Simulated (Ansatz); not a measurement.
# AlBNH (triplet): one geometry, many settings at a displaced geometry (v2)

Aim: run AlBNH (triplet) at one geometry under a spread of methods and options, and see what each costs and gives.

Computed with Ansatz 0.2.0, Gaussian basis. Level: the settings change from run to run.

31 further runs of the same task are left out: 17 that didn't finish, 14 set aside as unsound or not needed.

## 1. The system

The geometry is a PBE0/def2-TZVP stationary point (not a proven minimum) with its atoms shifted at random (size 0.100 Å).

4 atoms, charge 0, spin multiplicity 3.

Atoms are counted from 1 here; the program's logs count them from 0.

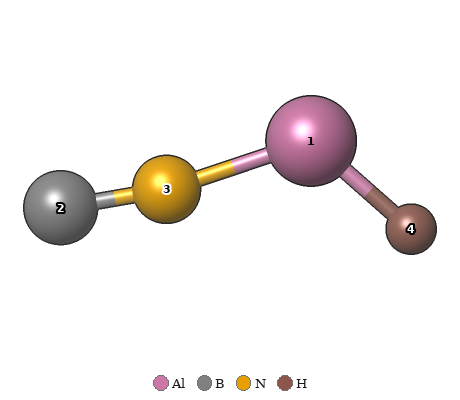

The geometry (aluminium pink, boron grey, nitrogen amber, hydrogen brown); atoms are numbered from 1 in the order of the file.

As a file:

```xyz
4
charge 0, multiplicity 3
Al    0.0573   -0.1065    1.0653
B    -0.1076    0.0415   -1.9423
N    -0.0310    0.0910   -0.6957
H     0.0521    1.1420    1.9849
```

## 2. CISD/cc-pVDZ

Contents of in.yaml:

```yaml
crystal:
  periodic: [false, false, false]
  atoms:
    - {symbol: Al, position_ang: [0.057261, -0.106540, 1.065269]}
    - {symbol: B, position_ang: [-0.107613, 0.041478, -1.942345]}
    - {symbol: N, position_ang: [-0.030993, 0.091038, -0.695709]}
    - {symbol: H, position_ang: [0.052116, 1.141964, 1.984909]}
basis:
  gaussian: {orbitals: cc-pVDZ}
magnetization: {spin_polarized: false, initial_magnetization: 2}
correlation: {active_space: {ras: {orbitals: [5, 2, 37], electrons: 12, max_holes: 2, max_particles: 2}, fixed_orbitals: true}}
accuracy: high
```

The run is started by

```console
$ ansatz run in.yaml --threads 1 --pin off --events-out ev --progress --plain --max-ram 2393MiB
```

What it wrote:

```text
Functional definition: HF
  name "HF"
  cite "Fock, Z. Phys. 61, 126 (1930) doi:10.1007/BF01340294"
  parent pbe
  exchange = exact_x
  correlation = 0
1060 factors; integrals over basis functions are off by at most 3.7e-9 eV
mean field evaluation 1: about -8745.8082 eV, gradient 3.8e1 eV
mean field evaluation 2: about -8745.8691 eV, gradient 3.8e1 eV
mean field evaluation 4: about -8750.4169 eV, gradient 4.5e0 eV
mean field evaluation 8: about -8750.6093 eV, gradient 3.7e-1 eV
mean field evaluation 16: about -8750.6103 eV, gradient 9.7e-8 eV
mean field evaluation 32: about -8748.2216 eV, gradient 1.2e0 eV
mean field -8750.61026620 eV, -321.5789959063 hartree, gradient 9.7e-8 eV, S^2 2.000000; 4 other end points of the search recorded, 0 dependent functions left out
reference -8750.61026620 eV, -321.5789959063 hartree; 14, 12 occupied and 37, 39 virtual orbitals, 1060 factors
state -8757.55086095 eV, -321.8340580587 hartree
Total energy: -8757.55086095 eV, -321.8340580587 hartree
```

Run time: 9.5 s. Hardware: 1 thread of AMD EPYC, shared host.

From the report: 300,156 determinants.

## 3. MP2 on UHF/cc-pVDZ

Contents of in.yaml:

```yaml
crystal:
  periodic: [false, false, false]
  atoms:
    - {symbol: Al, position_ang: [0.057261, -0.106540, 1.065269]}
    - {symbol: B, position_ang: [-0.107613, 0.041478, -1.942345]}
    - {symbol: N, position_ang: [-0.030993, 0.091038, -0.695709]}
    - {symbol: H, position_ang: [0.052116, 1.141964, 1.984909]}
basis:
  gaussian: {orbitals: cc-pVDZ, point_charges: [{charge: 1.00, position_ang: [4.133, -0.008, -0.055]}]}
magnetization: {spin_polarized: true, initial_magnetization: 2}
correlation: {method: mp2, electrons: all}
scf: {lower_state_search: off}
```

Launched as before.

What it wrote, shortened:

```text
Functional definition: HF
  name "HF"
  cite "Fock, Z. Phys. 61, 126 (1930) doi:10.1007/BF01340294"
  parent pbe
[...]
493 factors; integrals over basis functions are off by at most 1.2e-3 eV
[...]
mean field -8750.78658594 eV, -321.5854755371 hartree, gradient 7.4e-6 eV, S^2 2.064554; 0 other end points of the search recorded, 0 dependent functions left out
reference -8750.78658594 eV, -321.5854755371 hartree; 14, 12 occupied and 37, 39 virtual orbitals, 493 factors
second order -7.16613015 eV of doubles, -0.00000000 eV of singles
Total energy: -8757.95271609 eV, -321.8488259627 hartree
Checks for a lower state left out: stability, starts, cluster_reference, orbital_swaps, neighbouring_geometries, increment
```

Wall time 0.98 s (1 thread of AMD EPYC, shared host).

From the report: ⟨S²⟩ of the determinant 2.065 (pure triplet: 2.00).

## 4. CCSD on UHF/cc-pVDZ

Changes to in.yaml since step 3:

```diff
@@ -8,5 +8,6 @@
 basis:
-  gaussian: {orbitals: cc-pVDZ, point_charges: [{charge: 1.00, position_ang: [4.133, -0.008, -0.055]}]}
+  gaussian: {orbitals: cc-pVDZ}
 magnetization: {spin_polarized: true, initial_magnetization: 2}
-correlation: {method: mp2, electrons: all}
-scf: {lower_state_search: off}
+correlation: {method: ccsd, electrons: valence}
+accuracy: high
+scf: {omitted_lower_state_checks: [cluster_reference]}
```

Same command.

What it wrote, shortened:

```text
Functional definition: HF
  name "HF"
  cite "Fock, Z. Phys. 61, 126 (1930) doi:10.1007/BF01340294"
  parent pbe
[...]
1060 factors; integrals over basis functions are off by at most 3.7e-9 eV
[...]
mean field -8750.75521693 eV, -321.5843227473 hartree, gradient 1.9e-8 eV, S^2 2.074685; 3 other end points of the search recorded, 0 dependent functions left out
7 core orbitals not correlated: weight in the atoms' cores, before any rotation towards them, 1.000 or more for the frozen orbitals, at most 0.000 for the correlated occupied ones
reference -8750.75521693 eV, -321.5843227473 hartree; 7, 5 occupied and 37, 39 virtual orbitals, 1060 factors
second order -6.90641312 eV of doubles, -0.00000000 eV of singles
cycle   1  -7.03536923 eV  change   -1.3e-1 eV  update   8.8e-2
[...]
cycle  28  -7.43849408 eV  change  -6.2e-10 eV  update   1.3e-9
Total energy: -8758.19371101 eV, -321.8576823627 hartree
Checks for a lower state left out: cluster_reference
```

Wall time 9 s (1 thread of AMD EPYC, shared host).

From the report: ⟨S²⟩ of the determinant 2.075 (pure triplet: 2.00); correlation -7.4385 eV; T1 0.026; largest double amplitude 0.06.

## 5. CCSD on UHF/cc-pVDZ

Changes to in.yaml since step 4:

```diff
@@ -10,4 +10,2 @@
 magnetization: {spin_polarized: true, initial_magnetization: 2}
-correlation: {method: ccsd, electrons: valence}
-accuracy: high
-scf: {omitted_lower_state_checks: [cluster_reference]}
+correlation: {method: ccsd, electrons: outside_noble_gas}
```

The command is unchanged.

What it wrote, shortened:

```text
Functional definition: HF
  name "HF"
  cite "Fock, Z. Phys. 61, 126 (1930) doi:10.1007/BF01340294"
  parent pbe
[...]
493 factors; integrals over basis functions are off by at most 1.2e-3 eV
[...]
mean field -8750.75511824 eV, -321.5843191203 hartree, gradient 8.3e-6 eV, S^2 2.074684; 6 other end points of the search recorded, 0 dependent functions left out
determinant -8750.75511824 eV, -321.5843191203 hartree, with singles and doubles -8758.19130496 eV, -321.8575939420 hartree
determinant -8748.51599993 eV, -321.5020330404 hartree, with singles and doubles -8755.50811034 eV, -321.7589883583 hartree
determinant -8748.37921270 eV, -321.4970062023 hartree, with singles and doubles -8756.01897584 eV, -321.7777623193 hartree
determinant -8748.36334376 eV, -321.4964230297 hartree, with singles and doubles -8755.37998746 eV, -321.7542799294 hartree
7 core orbitals not correlated: weight in the atoms' cores, before any rotation towards them, 1.000 or more for the frozen orbitals, at most 0.000 for the correlated occupied ones
reference -8750.75511824 eV, -321.5843191203 hartree; 7, 5 occupied and 37, 39 virtual orbitals, 493 factors
second order -6.90639936 eV of doubles, -0.00000000 eV of singles
cycle   1  -7.43684700 eV  change   -6.6e-4 eV  update   1.8e-3
[...]
cycle   9  -7.43850115 eV  change    8.6e-6 eV  update   8.1e-6
Total energy: -8758.19361938 eV, -321.8576789954 hartree
```

Wall time 9.5 s (1 thread of AMD EPYC, shared host).

From the report: ⟨S²⟩ of the determinant 2.075 (pure triplet: 2.00); correlation -7.4385 eV; T1 0.026; largest double amplitude 0.06.

## 6. All runs side by side

Where basis and cores are those of an earlier UCCSDT(Q)/cc-pVDZ run (-8758.5573 eV), and the state is the same kind, the miss against it is given.

```csv
level,correlated,functions,energy (eV),from UCCSDT(Q) (meV),time
CISD/cc-pVDZ,outside noble gas,51,-8757.5509,1006.4,9.5 s
MP2 on UHF/cc-pVDZ (beside a point charge),all,51,-8757.9527,,0.98 s
CCSD on UHF/cc-pVDZ,valence,51,-8758.1937,363.6,9 s
CCSD on UHF/cc-pVDZ,outside noble gas,51,-8758.1936,363.7,9.5 s
```

## 7. Summary of results

```
quantity                                               value
    runs                                                   4
quickest  MP2 on UHF/cc-pVDZ (beside a point charge), 0.98 s
 slowest                          CCSD on UHF/cc-pVDZ, 9.5 s
```

What this shows: Total energies in different bases, with other cores or another treatment of relativity can't be set against each other. CCSD on UHF/cc-pVDZ took 10 times as long as MP2 on UHF/cc-pVDZ (beside a point charge); the jobs differ in more than the method. Among the correlated runs with a miss given, it spans +364 to +1006 meV.
